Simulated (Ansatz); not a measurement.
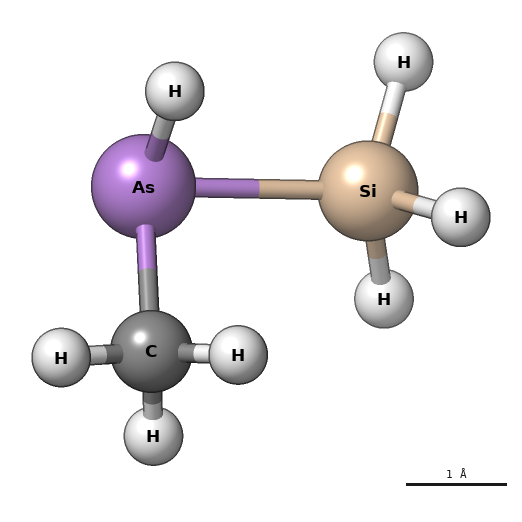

Ball-and-stick drawing of a structure. Every bond is drawn as one stick, whatever its order.

Computed geometry: PBE0-D4/def2-TZVP optimisation.

What does the picture show?

Formula CH7AsSi. SMILES: `C[AsH][SiH3]`. It has no ring. Among its groups: Si–H bond. The point group is C1. Coordination: 1 C tetrahedral; 1 As trigonal pyramidal; 1 Si tetrahedral.

More results for the same structure follow; atom numbers are the same in all pictures, views and colours differ.

## Shape

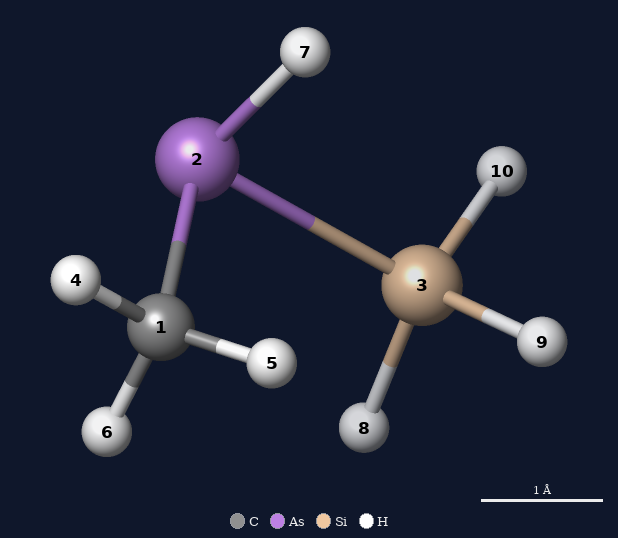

Numbered structure.

List the bonds and their lengths.

```csv
bond,length (Å),order
C1–As2,1.980,single
C1–H4,1.090,single
C1–H5,1.089,single
C1–H6,1.090,single
As2–Si3,2.360,single
As2–H7,1.525,single
Si3–H8,1.488,single
Si3–H9,1.489,single
Si3–H10,1.487,single
```

## Thermal motion

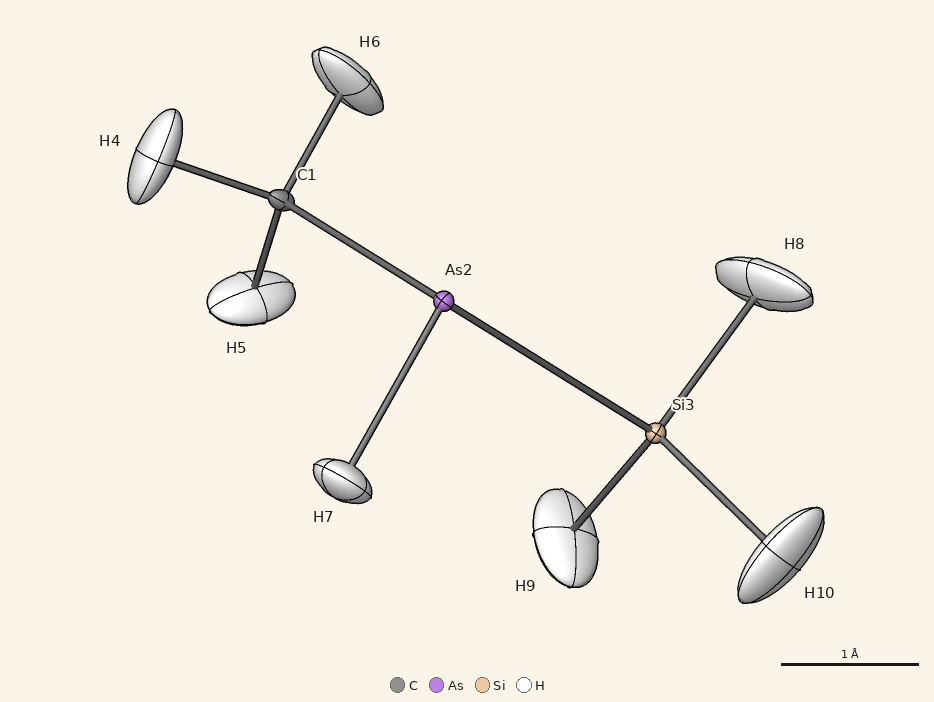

Displacement ellipsoids at the 50 % level, from the internal vibrations of the free molecule (harmonic, no overall translation or rotation; no half-axis is drawn under 0.075 Å). Vibrations computed with RKS PBE0-D4/def2-TZVP (Ansatz 0.2.0). Temperature: 100 K.

List U_eq and the three principal root-mean-square amplitudes for each kind of atom.

```tsv
atom	U_eq (Å²)	rms amplitudes (Å)
C1	0.0030	0.036, 0.042, 0.077
As2	0.00021	0.009, 0.011, 0.020
Si3	0.00081	0.014, 0.027, 0.039
H4	0.0303	0.097, 0.151, 0.243
H5	0.0283	0.085, 0.145, 0.238
H6	0.0310	0.081, 0.137, 0.260
H7	0.0194	0.087, 0.150, 0.168
H8	0.0412	0.087, 0.166, 0.297
H9	0.0374	0.088, 0.170, 0.275
H10	0.0408	0.092, 0.172, 0.291
```

## Vibrations

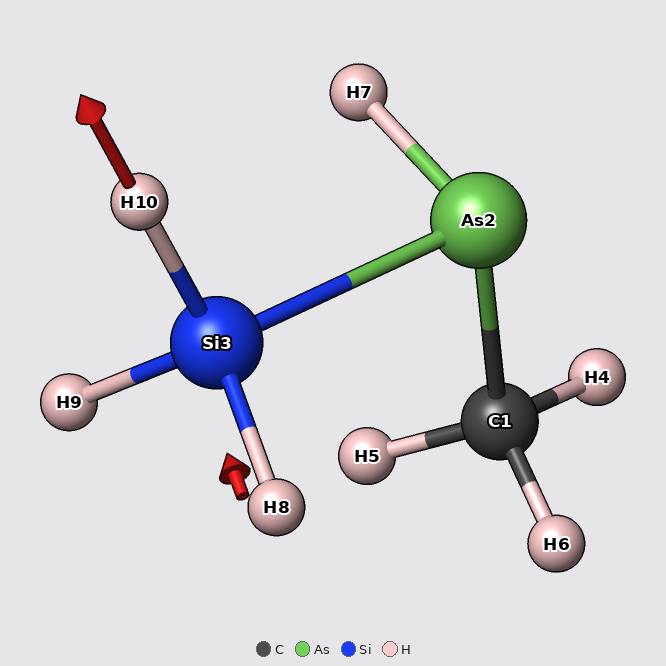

The arrows show one normal mode. Harmonic vibrations computed with RKS PBE0-D4/def2-TZVP (Ansatz 0.2.0) at a stationary point of the same level.

Question: What kind of motion is it?

Answer: Mostly Si–H stretching.

Question: Estimate its harmonic wavenumber.

Answer: 2230 cm⁻¹; it is mode 21 of 24 counted from the lowest.

## Electronic properties

Method: RKS revPBE-D4/def2-TZVPP (Ansatz 0.2.0).

Question: Give the HOMO–LUMO gap at this level.

Answer: 5.33 eV.

Question: What is the HOMO energy (Kohn–Sham orbital)?

Answer: −5.96 eV.

Question: What is the dispersion correction?

Answer: −57.2 kJ/mol.
